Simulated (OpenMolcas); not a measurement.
# GeH₃: single-point calculation

- system: GeH₃, multiplicity 2, SMILES [GeH3]
- method: CASPT2/STO-3G (OpenMolcas 26.06)

The geometry comes from this level: PBE0-D4/def2-TZVP.

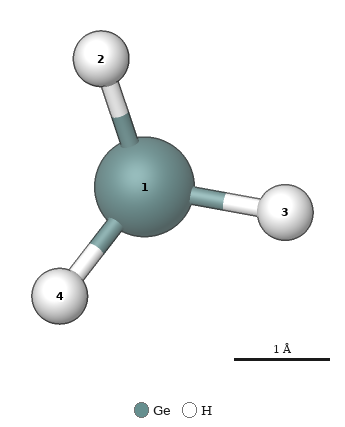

*The structure (ball-and-stick view, seen on its broad side; atoms are numbered from 1 in the order of the input). Sticks mark near contacts.*

### The input
```
&GATEWAY
Coord = geom.xyz
Basis = STO-3G
Group = NoSym
RICD
&SEWARD
&RASSCF
FileOrb = $CurrDir/step2.RasOrb
Spin = 2
Nactel = 9 0 0
Inactive = 13
Ras2 = 8
OrbListing = Nothing
&CASPT2
IPEA = 0
Imaginary = 0.2
Convergence = 0.0001
```

### File geom.xyz
```
4

Ge     0.214600    -0.125900    -0.249400
H      1.055000     0.109600     1.018300
H     -0.882800    -1.175900    -0.000100
H     -0.386800     1.192200    -0.768800
```

Run as:
```bash
export MOLCAS_MEM=1860
pymolcas step12.input > step12.log
```

### Output
```
--- Start Module: gateway ---

                                              &GATEWAY

                       available to each process: 1.9 GB of memory, 1 thread

++    Symmetry information:
      ---------------------

                    Character Table for C1

                             E
                    a        1  x, y, xy, Rz, z, xz, Ry, yz, Rx, I
--

++    Basis set information:
      ----------------------

      Basis set label: GE.STO-3G.........

      Electronic valence basis set:
      ------------------
      Associated Effective Charge  32.000000 au
      Associated Actual Charge     32.000000 au
      Nuclear Model: Point charge

      Shell  nPrim  nBasis  Cartesian Spherical Contaminant
         s      12       4        X
         p       9       3        X
         d       3       1                 X

      Basis set label: H.STO-3G.........

      Electronic valence basis set:
      ------------------
      Associated Effective Charge   1.000000 au
      Associated Actual Charge      1.000000 au
      Nuclear Model: Point charge

      Shell  nPrim  nBasis  Cartesian Spherical Contaminant
         s       3       1        X
--

++    Molecular structure info:
      -------------------------

                    ************************************************
                    **** Cartesian Coordinates / bohr, angstrom ****
                    ************************************************

     Center  Label                x              y              z                     x              y              z
        1      GE1              0.405535      -0.237917      -0.471298              0.214600      -0.125900      -0.249400
        2      H2               1.993661       0.207114       1.924308              1.055000       0.109600       1.018300
        3      H3              -1.668250      -2.222129      -0.000189             -0.882800      -1.175900      -0.000100
        4      H4              -0.730946       2.252931      -1.452821             -0.386800       1.192200      -0.768800

                    ***************************************
                    *    InterNuclear Distances / bohr    *
                    ***************************************

               1 GE1           2 H2            3 H3            4 H4
    1 GE1      0.000000
    2 H2       2.908457        0.000000
    3 H3       2.908544        4.797343        0.000000
    4 H4       2.908488        4.797276        4.797379        0.000000

                    *******************************************
                    *    InterNuclear Distances / angstrom    *
                    *******************************************

               1 GE1           2 H2            3 H3            4 H4
    1 GE1      0.000000
    2 H2       1.539089        0.000000
    3 H3       1.539135        2.538645        0.000000
    4 H4       1.539106        2.538609        2.538664        0.000000

                    **************************************
                    *    Valence Bond Angles / degree    *
                    **************************************
                          Atom centers                 Phi
                      2 H2       1 GE1      3 H3       111.12
                      2 H2       1 GE1      4 H4       111.12
                      3 H3       1 GE1      4 H4       111.12
--

            Nuclear Potential Energy             33.63209284 au

--- Stop Module: gateway /rc=_RC_ALL_IS_WELL_ ---

--- Start Module: seward ---

                                              &SEWARD

                       available to each process: 1.9 GB of memory, 1 thread

               SEWARD will generate:
                  Multipole Moment integrals up to order  2
                  Kinetic Energy integrals
                  Nuclear Attraction integrals (point charge)
                  One-Electron Hamiltonian integrals
                  Velocity integrals
                  Orbital angular momentum around (  0.3843  -0.2255  -0.4466 )
                  Velocity quadrupole around (  0.3843  -0.2255  -0.4466 )
                  RI decomposed two-electron repulsion integrals stored Cholesky style
                   - acCD auxiliary basis
                   - CD Threshold:   1.00E-04

                   Integrals are discarded if absolute value <: 1.00E-14
                   Integral cutoff threshold is set to       <: 1.00E-16

            Nuclear Potential Energy             33.63209284 au

      Basis set specifications :
      Symmetry species         a
      Basis functions           21

--- Stop Module: seward /rc=_RC_ALL_IS_WELL_ ---

--- Start Module: rasscf ---

                                              &RASSCF

                       available to each process: 1.9 GB of memory, 1 thread

      Header of the ONEINT file:
      --------------------------

      OrdInt status: non-squared

      Cartesian coordinates in angstrom:
      -----------------------------------------------------
      No.  Label        X            Y            Z
      -----------------------------------------------------
       1   GE1        0.21460000  -0.12590000  -0.24940000
       2   H2         1.05500000   0.10960000   1.01830000
       3   H3        -0.88280000  -1.17590000  -0.00010000
       4   H4        -0.38680000   1.19220000  -0.76880000
      -----------------------------------------------------
      Nuclear repulsion energy =   33.63209284

++    Wave function specifications:
      -----------------------------

      Number of closed shell electrons          26
      Number of electrons in active shells       9
      Max number of holes in RAS1 space          0
      Max nr of electrons in RAS3 space          0
      Number of inactive orbitals               13
      Number of active orbitals                  8
      Number of secondary orbitals               0
      Spin quantum number                      0.5
      State symmetry                             1
--

++    Orbital specifications:
      -----------------------

      Symmetry species                           1
                                                 a
      Frozen orbitals                            0
      Inactive orbitals                         13
      Active orbitals                            8
      RAS1 orbitals                              0
      RAS2 orbitals                              8
      RAS3 orbitals                              0
      Secondary orbitals                         0
      Deleted orbitals                           0
      Number of basis functions                 21
--

++    CI expansion specifications:
      ----------------------------

      Number of CSFs                          2352
      Number of determinants                  3920
      Number of root(s) required                 1
      Root chosen for geometry opt.              1
      CI root used                               1

      highest root included in the CI            1
      max. size of the explicit Hamiltonian    200
--

++    Optimization specifications:
      ----------------------------

      RASSCF algorithm: LK RI/DF
      Maximum number of macro iterations       200
      Maximum number of SX iterations          100
      Threshold for RASSCF energy            1.000E-08
      Threshold for max MO rotation          1.000E-01
      Threshold for max BLB element          1.000E-04
      Level shift parameter                  5.000E-01
      Make Quasi-Newton update
--

      The MO-coefficients are taken from the file:
      step2.RasOrb
      Title: RASSCF average (pseudo-natural) orbitals

      Total molecular charge    0.00

      ************************************************************************************************************************
      *                                            Wave function control section                                             *
      ************************************************************************************************************************

                                         RASSCF iterations: Energy and convergence statistics
                                         ----------------------------------------------------

          iter iter root      energy       change     param      element    value   shift minimum  type update hh:mm:ss
 Nr of preliminary CI iterations:   4
      Total energies have been shifted. Add                -2000.00 au
        1   1    4    1   -53.49217152    0.00E+00   1.31E-04    9  18 1  1.02E-05   0.00   0.00    SX    NO    0:00:00
        2   1    3    1   -53.49217152   -5.03E-10  -5.07E-05   12  21 1 -2.42E-06   0.00   0.00    SX    NO    0:00:00
        3   1    3    1   -53.49217152   -6.28E-11   2.15E-05   12  21 1 -1.32E-06   0.00   0.00    SX    NO    0:00:00
        4   5    4    1   -53.49217237   -8.43E-07* -9.92E-05    9  18 1 -8.02E-06   0.00   0.00    SX    NO    0:00:00
        5   1    3    1   -53.49217237   -4.42E-10  -5.08E-05   12  21 1  1.76E-06   0.00   1.41    QN   YES    0:00:00
      Convergence after  5 iterations
        6   1    3    1   -53.49217237   -6.23E-11  -5.08E-05   13  20 1 -1.38E-06   0.00   1.41    QN   YES    0:00:00

      ************************************************************************************************************************
                                                      Wave function printout:
                       occupation of active orbitals, and spin coupling of open shells (u,d: Spin up or down)
      ************************************************************************************************************************

      Note: transformation to natural orbitals
      has been made, which may change the order of the CSFs.

      printout of CI-coefficients larger than  0.05 for root  1
      energy=   -2053.492172
      conf/sym  11111111     Coeff  Weight
             1  2222u000   0.97734 0.95520
            70  2220u200   0.06536 0.00427
           123  2u2duu0d   0.05622 0.00316
           155  2202u020   0.06518 0.00425
           184  2ud2u0ud   0.05606 0.00314

      Natural orbitals and occupation numbers for root  1
      sym 1:   1.999529   1.981857   1.967215   1.967211   0.999829   0.025628   0.025268   0.033462

      ************************************************************************************************************************
      *                                                    Final results                                                     *
      ************************************************************************************************************************

++    Final optimization conditions:
      ------------------------------

      Average CI energy                           -2053.49217237
      RASSCF energy for state  1                  -2053.49217237
      Super-CI energy                                -0.00000000
      RASSCF energy change                            0.00000000
      Max change in MO coefficients              -4.074E-05
      Max non-diagonal density matrix element    -5.079E-05
      Maximum BLB matrix element                 -1.380E-06
      (orbital pair  13,  20 in symmetry   1)
      Norm of electronic gradient            1.720E-06
--

      Final state energy(ies):
      ------------------------

::    RASSCF root number  1 Total energy:  -2053.49217237
      Von Neumann Entropy (Root   1) =  0.81928

      Mulliken population analysis for root number:  1
      -----------------------------------------------

++    Molecular charges:
      ------------------

      Mulliken charges per centre
      ---------------------------

                GE1     H2      H3      H4
      Total   31.6664  1.1111  1.1113  1.1111

      N-E      0.3336 -0.1111 -0.1113 -0.1111

      Total electronic charge=   35.000000

      Total            charge=   -0.000000
--

      Expectation values of various properties for root number:  1
      -----------------------------------------------------------

++    Molecular properties:
      ---------------------

      Charge (e):
                      =   -0.0000
      Dipole Moment (debye):
      Origin of the operator (angstrom)=    0.2034   -0.1193   -0.2363
                   X=  2.2985E-01               Y= -1.3379E-01               Z= -2.6648E-01           Total=  3.7649E-01
      Quadrupole Moment (debye*angstrom):
      Origin of the operator (angstrom)=    0.2034   -0.1193   -0.2363
                  XX= -1.7759E+01              XY= -2.5461E-01              XZ= -4.9936E-01              YY= -1.8042E+01
                  YZ=  2.9347E-01              ZZ= -1.7606E+01
      In traceless form (debye*angstrom)
                  XX=  6.4774E-02              XY= -3.8191E-01              XZ= -7.4905E-01              YY= -3.5884E-01
                  YZ=  4.4021E-01              ZZ=  2.9407E-01
--

      Mulliken spin population analysis for root number:  1
      ---------------------------------------------------

++    Molecular charges:
      ------------------

      Mulliken spin population per centre
      ---------------------------

                GE1     H2      H3      H4
      Total    1.0460 -0.0153 -0.0154 -0.0153

      Total electronic spin=    1.000000
--

      Average orbitals are written to the RASORB file
      Natural orbitals for root   1 are written to the RASORB.1 file
      Spin density orbitals for root   1 are written to the SPDORB.1 file

--- Stop Module: rasscf /rc=_RC_ALL_IS_WELL_ ---

--- Start Module: caspt2 ---

                                              &CASPT2

                       available to each process: 1.9 GB of memory, 1 thread

++    Wave function specifications:
      -----------------------------

      Number of closed shell electrons           0
      Number of electrons in active shells       9
      Max number of holes in RAS1 space          0
      Max number of electrons in RAS3 space      0
      Number of inactive orbitals                0
      Number of active orbitals                  8
      Number of secondary orbitals               0
      Spin quantum number                      0.5
      State symmetry                             1
      Number of CSFs                          2352
      Number of CASSCF root(s) available         1
      CASPT2 state passed to geometry opt.       1
      A file JOBMIX will be created
      This is a CASSCF or RASSCF reference function
--

++    Orbital specifications:
      -----------------------

      Symmetry species                           1
                                                 a
      Frozen orbitals                           13
      Inactive orbitals                          0
      Active orbitals                            8
      Secondary orbitals                         0
      Deleted orbitals                           0
      Number of basis functions                 21
--

++    CASPT2 specifications:
      ----------------------

      Type of calculation                        SS-CASPT2
      Fock operator                              state-specific
      IPEA shift                                 0.00
      Real shift                                 0.00
      Imaginary shift                            0.20
      The input orbitals will be transformed to quasi-canonical
--

--------------------------------------------------------------------------------
 Estimated memory requirements:
  POLY3 :                   517190
  RHS:                      250256
  SIGMA :                   250000
  PRPCTL:                        0
 Available workspace:    232474503

++ CASPT2 computation for group   1

********************************************************************************
 Multi-State initialization phase begins for group   1
--------------------------------------------------------------------------------
********************************************************************************
 Compute H0 matrices for state    1
--------------------------------------------------------------------------------
--------------------------------------------------------------------------------
 H0 matrices have been computed.

********************************************************************************
  CASPT2 EQUATION SOLUTION
--------------------------------------------------------------------------------

  Total nr of CASPT2 parameters:
   Before reduction:           0
   After  reduction:           0

 Variance of |WF0>:       0.0000000000
-----------------------------------------------------------------------------------------------------------------------------

  FINAL CASPT2 RESULT:

      Reference energy:       -2053.4921723659
      E2 (Non-variational):       0.0000000000
      Shift correction:           0.0000000000
      E2 (Variational):           0.0000000000
      Total energy:           -2053.4921723659
      Residual norm:              0.0000000000
      Reference weight:           1.00000

      Contributions to the CASPT2 correlation energy
      Active & Virtual Only:          0.0000000000
      One Inactive Excited:           0.0000000000
      Two Inactive Excited:           0.0000000000

++ Denominators, etc.
--------------------------------------------------------------------------------------------------------------
 Report on small energy denominators, large coefficients, and large energy contributions.
CASE  SYMM ACTIVE-MIX  NON-ACTIVE INDICES          DENOMINATOR     RHS VALUE       COEFFICIENT     CONTRIBUTION
--

   (Skipping property calculation,
    use PROP keyword to activate)
--

  Total CASPT2 energies:
::    CASPT2 Root  1     Total energy:  -2053.49217237

  A NEW JOBIPH FILE NAMED 'JOBMIX' IS PREPARED.
********************************************************************************
--- Stop Module: caspt2 /rc=_RC_ALL_IS_WELL_ ---

.##################.
.# Happy landing! #.
.##################.

    Timing: Wall=1.81 User=1.49 System=0.32
```

### Key numbers

- outcome: converged
- total energy: −2053.492172 hartree
- CASSCF energy: −2053.492172 hartree
- basis functions: 21
- hardware: 1 thread of Arm Neoverse V1, 24 GiB of memory available, shared host
- wall time: 2 s
- peak memory: 0.083 GiB

### Remarks

Settings chosen away from the usual ones: pconv set to 0.0001 (from default).
